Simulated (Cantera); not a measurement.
Input: 1 mol BCl3, a varied amount of NH3, at 1227 °C and 133 Pa.

These are equilibrium values from Cantera (NASA tables, ideal gas, pure condensed phases), not measurements of a reactor. Candidate condensed phases: B, BN, NH4Cl; 21 gas species. The tables' values for BCl2, BCl are old estimates; treat these amounts as uncertain. Gases not in the tables: BHCl2. Rates play no part.

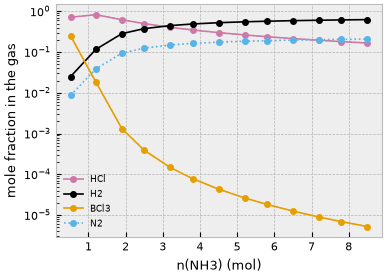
Figure. Equilibrium gas composition (values under 1e-9 drawn at 1e-9)

From 0.52 mol NH3 to 8.5 mol NH3 the condensed part is BN(s).
